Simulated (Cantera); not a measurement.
Input: 1 mol BF₃, 0.18 mol O₂, at 0.100 bar.

These are equilibrium values from Cantera (NASA tables, ideal gas, pure condensed phases), not measurements of a reactor. Candidate condensed phases: B, B₂O₃; 21 gas species. Rates play no part.

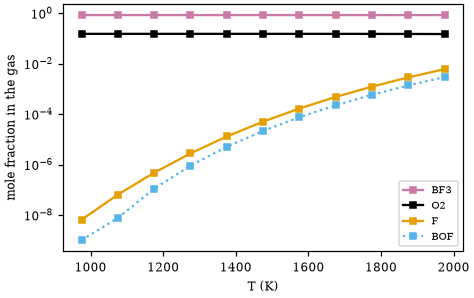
Figure. Equilibrium gas composition (values under 1e-9 drawn at 1e-9)

From 975 K to 1975 K nothing is condensed. The main B-bearing gas is BF₃ throughout.
